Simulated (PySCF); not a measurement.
# CH₃BFN: NMR shifts and spin-spin couplings at several levels of theory

Aim: compute the NMR shifts and spin-spin couplings of CH₃BFN (`C#[N+][BH2-]F`) at several levels, and see how far they spread and what each costs.

Programs: PySCF 2.14.0, with density-fitted response routines of our own. Each step states its level of theory. These are calculated values for one molecule in the gas phase, unless marked as measured. Atoms are numbered from 0 throughout.

## 1. Starting geometry

7 atoms, charge 0, multiplicity 1; geometry from: GFN2-xTB. The atoms were then displaced at random by about 0.01 Å, so the start is not that level's minimum.

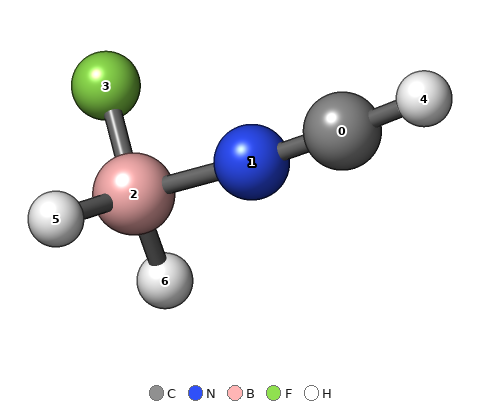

The starting geometry (carbon grey, nitrogen blue, boron pink, fluorine green, hydrogen white), atoms numbered.

## 2. Geometry optimisation at PBE0-D3(BJ)/def2-SVP

What the job is given:

```
{"job": {"xc": "PBE0", "basis": "def2-SVP", "d3": "d3bj", "grid": 1, "shake": 0.01, "kind": "geom"}, "charge": 0, "multiplicity": 1}
C      1.291160     0.164630    -0.927540
N      0.441120     0.009020    -0.160530
B     -0.736380    -0.144890     0.772290
F     -1.721410     0.577180     0.194220
H      2.038600     0.336560    -1.646570
H     -0.354540     0.344550     1.805650
H     -0.924590    -1.316160     0.812150
```

Launch:

```sh
> OMP_NUM_THREADS=1 python probes_run.py task.json out
```

One launch serves the whole session: the jobs run in the order shown.

Log:

```text
step   0  E = -218.94002120  max force = 0.041990
step   1  E = -218.94162458  max force = 0.036995
step   2  E = -218.94382592  max force = 0.011168
step   3  E = -218.94511344  max force = 0.013555
step   4  E = -218.94595432  max force = 0.005556
step   5  E = -218.94608660  max force = 0.002655
step   6  E = -218.94613503  max force = 0.002112
step   7  E = -218.94615116  max force = 0.001568
step   8  E = -218.94615806  max force = 0.000516
step   9  E = -218.94616032  max force = 0.000536
step  10  E = -218.94615978  max force = 0.001148
step  11  E = -218.94616141  max force = 0.000961
step  12  E = -218.94616345  max force = 0.000297
optimisation converged
```

Run time: 16 s. Hardware: 1 thread of Arm Neoverse V1, shared host; peak memory 0.31 GiB.

Along the way:

```csv
step,energy from step 0 (eV),largest force component (eV/Å)
0,0.0000,2.1592
1,-0.0436,1.9024
2,-0.1035,0.5743
3,-0.1386,0.6970
4,-0.1614,0.2857
5,-0.1650,0.1365
6,-0.1664,0.1086
7,-0.1668,0.0806
8,-0.1670,0.0265
9,-0.1671,0.0276
10,-0.1670,0.0590
11,-0.1671,0.0494
12,-0.1671,0.0153
```

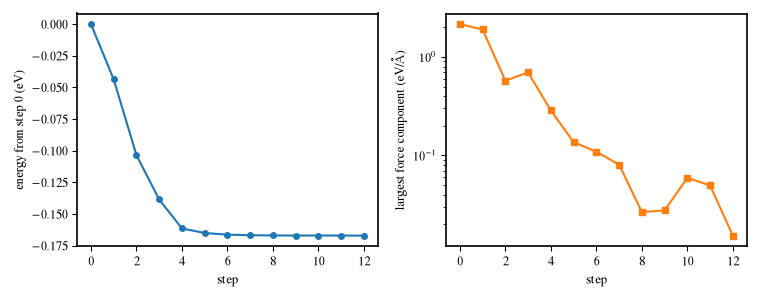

Energy and force, step by step.

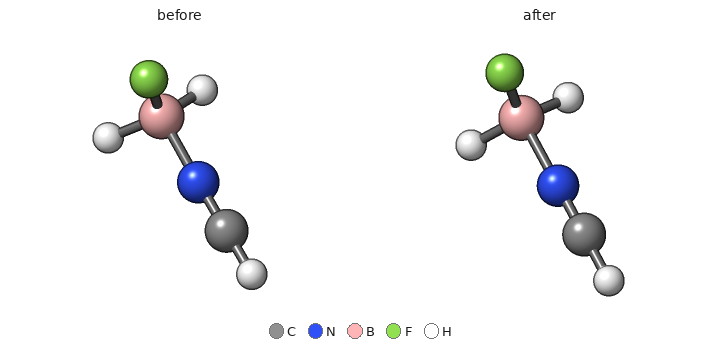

Before and after, at one scale.

Distances of close pairs at the start and the end, largest changes first:

```csv
bond,before (Å),after (Å),change (Å)
N1–B2,1.510,1.614,+0.104
B2–H6,1.187,1.228,+0.041
C0–H4,1.051,1.081,+0.029
B2–F3,1.351,1.378,+0.027
B2–H5,1.205,1.228,+0.022
C0–N1,1.155,1.146,-0.009
```

The final coordinates are the input of the step that follows.

```csv
at the end point,value
point group (found at 0.08 Å tolerance),Cs
"rotational constants (GHz, main isotopes)","32.255, 4.452, 4.046"
dipole moment (D),6.62
```

## 3. NMR shieldings: PBE0/6-31G*

What the job is given:

```
{"job": {"kind": "nmr", "xc": "PBE0", "basis": "6-31G*", "pop": true}, "charge": 0, "multiplicity": 1}
C      1.254425     0.295516    -1.005568
N      0.407414     0.101609    -0.257658
B     -0.755151    -0.195845     0.821563
F     -1.871725     0.478037     0.376125
H      2.053506     0.476820    -1.710073
H     -0.244248     0.239848     1.849407
H     -0.817890    -1.421061     0.775035
```

Method: GIAO PBE0/6-31G* NMR shielding, non-relativistic, gas phase.

Log:

```text
coarse grid: 6184 points
cycle   1  E = -219.0402101610  dE =  3.404e-01  |g| = 5.814e-01  |ddm| = 2.486e+00
cycle   2  E = -218.9144602892  dE =  1.257e-01  |g| = 1.010e+00  |ddm| = 1.416e+00
cycle   3  E = -219.1129800426  dE = -1.985e-01  |g| = 1.637e-01  |ddm| = 8.682e-01
cycle   4  E = -219.1169110712  dE = -3.931e-03  |g| = 8.511e-02  |ddm| = 1.415e-01
cycle   5  E = -219.1184234381  dE = -1.512e-03  |g| = 8.842e-03  |ddm| = 5.957e-02
cycle   6  E = -219.1184449921  dE = -2.155e-05  |g| = 2.039e-03  |ddm| = 1.007e-02
cycle   7  E = -219.1184460773  dE = -1.085e-06  |g| = 3.532e-04  |ddm| = 2.008e-03
final grid: 61128 points
cycle   8  E = -219.1004461310  dE = -2.053e-05  |g| = 2.955e-03  |ddm| = 1.426e-02
cycle   9  E = -219.1004465766  dE = -4.457e-07  |g| = 2.956e-03  |ddm| = 6.024e-03
cycle  10  E = -219.1004481920  dE = -1.615e-06  |g| = 1.561e-03  |ddm| = 2.839e-03
cycle  11  E = -219.1004487207  dE = -5.287e-07  |g| = 1.012e-04  |ddm| = 9.840e-04
cycle  12  E = -219.1004487228  dE = -2.123e-09  |g| = 5.918e-05  |ddm| = 1.395e-04
cycle  13  E = -219.1004487236  dE = -7.577e-10  |g| = 1.367e-05  |ddm| = 4.814e-05
converged SCF energy = -219.1004487236

GIAO shielding tensors (ppm)
atom      isotropic    diamagn.    paramagn.     s11        s22        s33       span
  0 C       94.691     272.359    -177.669     25.733     27.513    230.825    205.092
  1 N       47.477     320.774    -273.298   -119.751    -95.603    357.783    477.533
  2 B      116.477     191.048     -74.571    105.985    109.501    133.944     27.959
  3 F      426.509     465.669     -39.160    350.484    379.850    549.192    198.708
  4 H       27.243      27.086       0.157     23.386     23.767     34.577     11.191
  5 H       28.006      28.770      -0.764     25.552     28.552     29.913      4.361
  6 H       28.009      28.906      -0.897     25.557     28.552     29.918      4.360
```

Wall time 3.5 s (1 thread of Arm Neoverse V1, shared host); peak memory 0.35 GiB.

The references, computed at this level on geometries of the same kind, shield at (ppm): 1H TMS 31.96, 13C TMS 194.1, 19F CFCl3 198.9, 15N NH3 259.4, 11B BF3·OEt2 112.3. Their shielding less the atom's gives the shift. The references are single molecules in the gas phase, so shifts against H2O, NH3, PH3, H3PO4 or CFCl3 are not on the usual liquid scales and can be off by tens of ppm. Atoms listed in one row are averaged.

```csv
atoms,environment,σ (ppm),δ (ppm)
C0,nitrilium-type carbon,94.7,99.4
H4,hydrogen on a nitrilium-type carbon,27.24,4.72
"H5, H6","hydrogen on a boron bonded to F, N",28.01,3.96
N1,donor nitrogen of a Lewis adduct,47.5,211.9
B2,"boron bonded to F, N, 2 H",116.5,-4.2
F3,fluorine bonded to B,426.5,-227.6
```

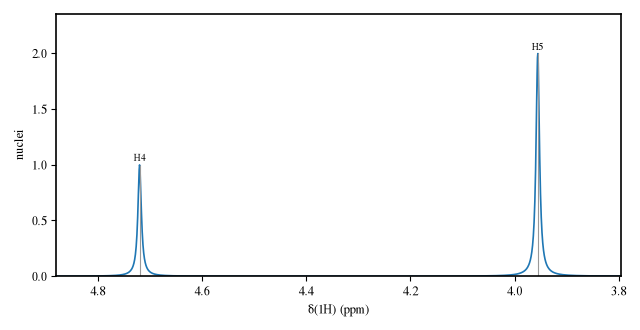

1H lines at the computed shifts, without couplings. Lines are broadened to a width of 0.01 ppm (Lorentzian).

The run also stored atomic charges by several schemes (e):

```csv
atoms,Mulliken,IAO,Hirshfeld,ESP fit
C0,0.06,0.07,0.15,-0.02
N1,-0.16,0.04,0.03,0.04
B2,0.30,0.10,0.04,0.23
F3,-0.34,-0.39,-0.20,-0.27
```

Mulliken charges:

```csv
atom,value (e)
C0,0.06
N1,-0.16
B2,0.30
F3,-0.34
H4,0.34
H5,-0.10
H6,-0.10
```

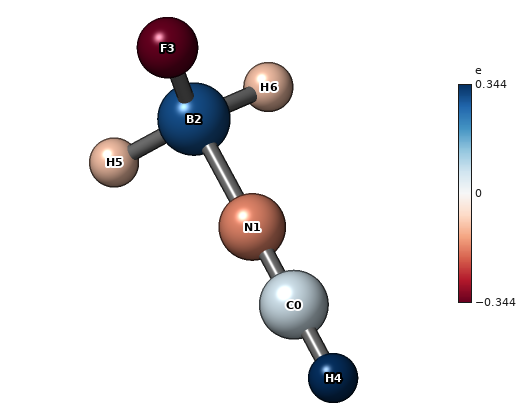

Mulliken charges, as colours on the atoms.

Mayer bond orders: C0–N1 2.72, N1–B2 0.57, B2–F3 1.01.

## 4. Shielding tensors: PBE0/6-311+G(2d,p)

Settings changed since step 3:

```diff
@@ -1,2 +1,2 @@
-{"job": {"kind": "nmr", "xc": "PBE0", "basis": "6-31G*", "pop": true}, "charge": 0, "multiplicity": 1}
+{"job": {"kind": "nmr", "xc": "PBE0", "basis": "6-311+G(2d,p)", "pop": true}, "charge": 0, "multiplicity": 1}
 C      1.254425     0.295516    -1.005568
```

With the program's defaults for keys left out, this is: GIAO PBE0/6-311+G(2d,p) NMR shielding, non-relativistic, gas phase.

Log:

```text
coarse grid: 6184 points
cycle   1  E = -219.1026702122  dE =  3.419e-01  |g| = 5.805e-01  |ddm| = 2.179e+00
cycle   2  E = -218.9526134527  dE =  1.501e-01  |g| = 1.092e+00  |ddm| = 1.004e+00
cycle   3  E = -219.1753845438  dE = -2.228e-01  |g| = 1.492e-01  |ddm| = 6.307e-01
cycle   4  E = -219.1777323375  dE = -2.348e-03  |g| = 9.620e-02  |ddm| = 1.044e-01
cycle   5  E = -219.1795866364  dE = -1.854e-03  |g| = 1.030e-02  |ddm| = 4.810e-02
cycle   6  E = -219.1796138076  dE = -2.717e-05  |g| = 2.809e-03  |ddm| = 8.985e-03
cycle   7  E = -219.1796156412  dE = -1.834e-06  |g| = 4.186e-04  |ddm| = 2.295e-03
final grid: 61128 points
cycle   8  E = -219.1776171331  dE = -3.948e-05  |g| = 4.620e-03  |ddm| = 3.816e-02
cycle   9  E = -219.1776163544  dE =  7.787e-07  |g| = 5.245e-03  |ddm| = 5.843e-03
cycle  10  E = -219.1776203916  dE = -4.037e-06  |g| = 1.203e-03  |ddm| = 2.739e-03
cycle  11  E = -219.1776206169  dE = -2.254e-07  |g| = 5.227e-04  |ddm| = 8.605e-04
cycle  12  E = -219.1776206679  dE = -5.099e-08  |g| = 1.535e-04  |ddm| = 2.884e-04
cycle  13  E = -219.1776206729  dE = -4.949e-09  |g| = 1.122e-05  |ddm| = 9.362e-05
cycle  14  E = -219.1776206729  dE = -2.615e-11  |g| = 4.152e-06  |ddm| = 1.274e-05
converged SCF energy = -219.1776206729

GIAO shielding tensors (ppm)
atom      isotropic    diamagn.    paramagn.     s11        s22        s33       span
  0 C       76.009     269.471    -193.462      0.431      1.968    225.628    225.197
  1 N       21.333     316.473    -295.140   -160.580   -134.944    359.524    520.104
  2 B      109.211     188.165     -78.955     97.280    102.531    127.820     30.540
  3 F      418.627     463.553     -44.926    344.474    364.018    547.389    202.914
  4 H       26.821      30.339      -3.518     22.904     23.318     34.241     11.336
  5 H       27.597      27.685      -0.089     25.131     28.244     29.414      4.283
  6 H       27.599      27.740      -0.140     25.136     28.244     29.419      4.283
```

It took 6.7 s on 1 thread of Arm Neoverse V1, shared host; peak memory 0.5 GiB.

This run: δ C0 110.4, N1 240.5, B2 -6.8, F3 -243.9, H4 4.69, H5 3.91 ppm (means over like atoms).

## 5. Shielding tensors: PBE0/def2-SVP

Settings changed since step 4:

```diff
@@ -1,2 +1,2 @@
-{"job": {"kind": "nmr", "xc": "PBE0", "basis": "6-311+G(2d,p)", "pop": true}, "charge": 0, "multiplicity": 1}
+{"job": {"kind": "nmr", "xc": "PBE0", "basis": "def2-SVP", "pop": true}, "charge": 0, "multiplicity": 1}
 C      1.254425     0.295516    -1.005568
```

Method: GIAO PBE0/def2-SVP NMR shielding, non-relativistic, gas phase.

Log:

```text
coarse grid: 6184 points
cycle   1  E = -218.8412785698  dE =  3.156e-01  |g| = 5.646e-01  |ddm| = 2.666e+00
cycle   2  E = -218.7134982355  dE =  1.278e-01  |g| = 1.000e+00  |ddm| = 1.481e+00
cycle   3  E = -218.9126220590  dE = -1.991e-01  |g| = 1.577e-01  |ddm| = 9.348e-01
cycle   4  E = -218.9161624170  dE = -3.540e-03  |g| = 8.452e-02  |ddm| = 1.443e-01
cycle   5  E = -218.9176566939  dE = -1.494e-03  |g| = 8.442e-03  |ddm| = 5.970e-02
cycle   6  E = -218.9176771023  dE = -2.041e-05  |g| = 2.355e-03  |ddm| = 1.063e-02
cycle   7  E = -218.9176785443  dE = -1.442e-06  |g| = 3.301e-04  |ddm| = 2.504e-03
final grid: 61128 points
cycle   8  E = -218.9432681844  dE = -1.928e-05  |g| = 2.904e-03  |ddm| = 1.238e-02
cycle   9  E = -218.9432682986  dE = -1.142e-07  |g| = 3.055e-03  |ddm| = 6.241e-03
cycle  10  E = -218.9432699358  dE = -1.637e-06  |g| = 1.370e-03  |ddm| = 3.002e-03
cycle  11  E = -218.9432703370  dE = -4.013e-07  |g| = 2.295e-04  |ddm| = 9.665e-04
cycle  12  E = -218.9432703462  dE = -9.150e-09  |g| = 8.385e-05  |ddm| = 2.327e-04
cycle  13  E = -218.9432703475  dE = -1.279e-09  |g| = 1.211e-05  |ddm| = 6.205e-05
cycle  14  E = -218.9432703475  dE = -3.610e-11  |g| = 2.583e-06  |ddm| = 1.517e-05
converged SCF energy = -218.9432703475

GIAO shielding tensors (ppm)
atom      isotropic    diamagn.    paramagn.     s11        s22        s33       span
  0 C       90.292     270.410    -180.118     21.924     23.059    225.893    203.969
  1 N       39.715     316.758    -277.043   -132.112   -106.310    357.568    489.680
  2 B      116.070     192.398     -76.328    105.805    108.104    134.301     28.496
  3 F      425.489     460.526     -35.037    355.614    370.635    550.219    194.605
  4 H       27.021      29.761      -2.740     23.242     23.607     34.216     10.974
  5 H       27.707      28.898      -1.190     25.200     28.252     29.670      4.470
  6 H       27.710      29.042      -1.332     25.204     28.252     29.674      4.470
```

Run time: 3.8 s. Hardware: 1 thread of Arm Neoverse V1, shared host; peak memory 0.37 GiB.

In short: δ C0 103.4, N1 230.1, B2 -5.4, F3 -210.8, H4 4.32, H5 3.63 ppm (means over like atoms).

## 6. NMR shieldings: PBE0/def2-TZVP

Settings changed since step 5:

```diff
@@ -1,2 +1,2 @@
-{"job": {"kind": "nmr", "xc": "PBE0", "basis": "def2-SVP", "pop": true}, "charge": 0, "multiplicity": 1}
+{"job": {"kind": "nmr", "xc": "PBE0", "basis": "def2-TZVP", "pop": true}, "charge": 0, "multiplicity": 1}
 C      1.254425     0.295516    -1.005568
```

Level: GIAO PBE0/def2-TZVP NMR shielding, non-relativistic, gas phase.

Log:

```text
coarse grid: 6184 points
cycle   1  E = -219.1257179095  dE =  3.381e-01  |g| = 5.851e-01  |ddm| = 2.017e+00
cycle   2  E = -218.9805313910  dE =  1.452e-01  |g| = 1.085e+00  |ddm| = 1.081e+00
cycle   3  E = -219.1986256928  dE = -2.181e-01  |g| = 1.538e-01  |ddm| = 6.792e-01
cycle   4  E = -219.2012155194  dE = -2.590e-03  |g| = 9.699e-02  |ddm| = 1.022e-01
cycle   5  E = -219.2030931483  dE = -1.878e-03  |g| = 1.025e-02  |ddm| = 4.662e-02
cycle   6  E = -219.2031203545  dE = -2.721e-05  |g| = 2.648e-03  |ddm| = 8.910e-03
cycle   7  E = -219.2031219413  dE = -1.587e-06  |g| = 4.517e-04  |ddm| = 1.965e-03
final grid: 61128 points
cycle   8  E = -219.1987864615  dE = -5.406e-05  |g| = 4.602e-03  |ddm| = 3.984e-02
cycle   9  E = -219.1987857697  dE =  6.918e-07  |g| = 5.181e-03  |ddm| = 6.237e-03
cycle  10  E = -219.1987897215  dE = -3.952e-06  |g| = 1.261e-03  |ddm| = 3.264e-03
cycle  11  E = -219.1987899711  dE = -2.496e-07  |g| = 5.581e-04  |ddm| = 7.449e-04
cycle  12  E = -219.1987900290  dE = -5.793e-08  |g| = 1.612e-04  |ddm| = 2.934e-04
cycle  13  E = -219.1987900344  dE = -5.353e-09  |g| = 1.222e-05  |ddm| = 8.967e-05
cycle  14  E = -219.1987900344  dE = -3.109e-11  |g| = 4.347e-06  |ddm| = 1.137e-05
converged SCF energy = -219.1987900344

GIAO shielding tensors (ppm)
atom      isotropic    diamagn.    paramagn.     s11        s22        s33       span
  0 C       75.902     272.163    -196.261      0.323      1.786    225.598    225.275
  1 N       18.910     317.981    -299.071   -164.295   -138.140    359.165    523.459
  2 B      108.537     189.594     -81.058     96.530    101.904    127.176     30.646
  3 F      416.816     466.570     -49.754    346.706    358.769    544.973    198.267
  4 H       26.820      27.986      -1.166     22.901     23.342     34.216     11.314
  5 H       27.575      28.226      -0.652     25.119     28.220     29.385      4.266
  6 H       27.577      28.336      -0.758     25.123     28.220     29.390      4.267
```

It took 7.8 s on 1 thread of Arm Neoverse V1, shared host; peak memory 0.59 GiB.

Key values: δ C0 110.8, N1 247.0, B2 -5.9, F3 -238.0, H4 4.66, H5 3.90 ppm (means over like atoms).

## 7. NMR shieldings: PBE0/cc-pVDZ

Settings changed since step 6:

```diff
@@ -1,2 +1,2 @@
-{"job": {"kind": "nmr", "xc": "PBE0", "basis": "def2-TZVP", "pop": true}, "charge": 0, "multiplicity": 1}
+{"job": {"kind": "nmr", "xc": "PBE0", "basis": "cc-pVDZ", "pop": true}, "charge": 0, "multiplicity": 1}
 C      1.254425     0.295516    -1.005568
```

Level: GIAO PBE0/cc-pVDZ NMR shielding, non-relativistic, gas phase.

Log:

```text
coarse grid: 6184 points
cycle   1  E = -219.0348751797  dE =  3.643e-01  |g| = 5.703e-01  |ddm| = 4.973e+00
cycle   2  E = -218.9043038519  dE =  1.306e-01  |g| = 1.014e+00  |ddm| = 2.093e+00
cycle   3  E = -219.1069079154  dE = -2.026e-01  |g| = 1.583e-01  |ddm| = 1.302e+00
cycle   4  E = -219.1104618764  dE = -3.554e-03  |g| = 8.491e-02  |ddm| = 2.487e-01
cycle   5  E = -219.1119650431  dE = -1.503e-03  |g| = 8.646e-03  |ddm| = 1.007e-01
cycle   6  E = -219.1119865084  dE = -2.147e-05  |g| = 2.353e-03  |ddm| = 2.206e-02
cycle   7  E = -219.1119879442  dE = -1.436e-06  |g| = 3.434e-04  |ddm| = 5.129e-03
final grid: 61128 points
cycle   8  E = -219.1176641126  dE = -2.151e-05  |g| = 3.297e-03  |ddm| = 3.775e-02
cycle   9  E = -219.1176650566  dE = -9.441e-07  |g| = 2.898e-03  |ddm| = 1.211e-02
cycle  10  E = -219.1176666578  dE = -1.601e-06  |g| = 1.234e-03  |ddm| = 5.297e-03
cycle  11  E = -219.1176669690  dE = -3.112e-07  |g| = 2.479e-04  |ddm| = 1.569e-03
cycle  12  E = -219.1176669803  dE = -1.137e-08  |g| = 9.602e-05  |ddm| = 4.039e-04
cycle  13  E = -219.1176669820  dE = -1.674e-09  |g| = 1.507e-05  |ddm| = 1.259e-04
cycle  14  E = -219.1176669821  dE = -5.667e-11  |g| = 2.554e-06  |ddm| = 3.215e-05
converged SCF energy = -219.1176669821

GIAO shielding tensors (ppm)
atom      isotropic    diamagn.    paramagn.     s11        s22        s33       span
  0 C       92.111     269.457    -177.346     22.839     25.006    228.489    205.650
  1 N       41.294     318.047    -276.754   -129.189   -105.192    358.263    487.452
  2 B      118.153     194.265     -76.112    108.650    110.582    135.228     26.577
  3 F      426.086     462.340     -36.254    352.756    370.199    555.304    202.549
  4 H       26.815      29.033      -2.218     22.923     23.319     34.203     11.281
  5 H       27.558      29.333      -1.775     25.090     28.062     29.521      4.431
  6 H       27.561      29.487      -1.926     25.095     28.061     29.526      4.430
```

Run time: 3.9 s. Hardware: 1 thread of Arm Neoverse V1, shared host; peak memory 0.4 GiB.

In short: δ C0 104.6, N1 231.8, B2 -4.3, F3 -225.2, H4 4.48, H5 3.73 ppm (means over like atoms).

## 8. Nuclear shieldings: PBE0/cc-pVTZ

Settings changed since step 7:

```diff
@@ -1,2 +1,2 @@
-{"job": {"kind": "nmr", "xc": "PBE0", "basis": "cc-pVDZ", "pop": true}, "charge": 0, "multiplicity": 1}
+{"job": {"kind": "nmr", "xc": "PBE0", "basis": "cc-pVTZ", "pop": true}, "charge": 0, "multiplicity": 1}
 C      1.254425     0.295516    -1.005568
```

With the program's defaults for keys left out, this is: GIAO PBE0/cc-pVTZ NMR shielding, non-relativistic, gas phase.

Log:

```text
coarse grid: 6184 points
cycle   1  E = -219.1147398628  dE =  3.375e-01  |g| = 5.850e-01  |ddm| = 5.254e+00
cycle   2  E = -218.9750503646  dE =  1.397e-01  |g| = 1.076e+00  |ddm| = 2.080e+00
cycle   3  E = -219.1870022640  dE = -2.120e-01  |g| = 1.568e-01  |ddm| = 1.309e+00
cycle   4  E = -219.1897885974  dE = -2.786e-03  |g| = 9.518e-02  |ddm| = 2.456e-01
cycle   5  E = -219.1916000565  dE = -1.811e-03  |g| = 1.056e-02  |ddm| = 1.071e-01
cycle   6  E = -219.1916282653  dE = -2.821e-05  |g| = 2.658e-03  |ddm| = 2.259e-02
cycle   7  E = -219.1916298369  dE = -1.572e-06  |g| = 4.667e-04  |ddm| = 5.195e-03
final grid: 61128 points
cycle   8  E = -219.1897210511  dE = -5.639e-05  |g| = 4.131e-03  |ddm| = 6.618e-02
cycle   9  E = -219.1897210692  dE = -1.806e-08  |g| = 4.244e-03  |ddm| = 1.205e-02
cycle  10  E = -219.1897237399  dE = -2.671e-06  |g| = 1.362e-03  |ddm| = 6.018e-03
cycle  11  E = -219.1897240519  dE = -3.120e-07  |g| = 5.094e-04  |ddm| = 1.895e-03
cycle  12  E = -219.1897240987  dE = -4.677e-08  |g| = 1.627e-04  |ddm| = 6.466e-04
cycle  13  E = -219.1897241038  dE = -5.059e-09  |g| = 1.400e-05  |ddm| = 2.051e-04
cycle  14  E = -219.1897241038  dE = -4.070e-11  |g| = 4.421e-06  |ddm| = 2.668e-05
converged SCF energy = -219.1897241038

GIAO shielding tensors (ppm)
atom      isotropic    diamagn.    paramagn.     s11        s22        s33       span
  0 C       77.544     268.510    -190.966      2.645      3.964    226.024    223.380
  1 N       22.272     317.873    -295.601   -159.018   -132.884    358.718    517.736
  2 B      109.201     189.377     -80.177     97.339    101.841    128.421     31.082
  3 F      419.910     470.527     -50.617    353.712    358.406    547.613    193.902
  4 H       26.693      28.275      -1.581     22.735     23.179     34.165     11.430
  5 H       27.505      28.359      -0.854     25.046     28.101     29.367      4.321
  6 H       27.508      28.479      -0.971     25.051     28.100     29.372      4.321
```

Run time: 9 s. Hardware: 1 thread of Arm Neoverse V1, shared host; peak memory 0.6 GiB.

Key values: δ C0 109.7, N1 244.5, B2 -6.4, F3 -237.3, H4 4.60, H5 3.78 ppm (means over like atoms).

[end of part 1 of 2]
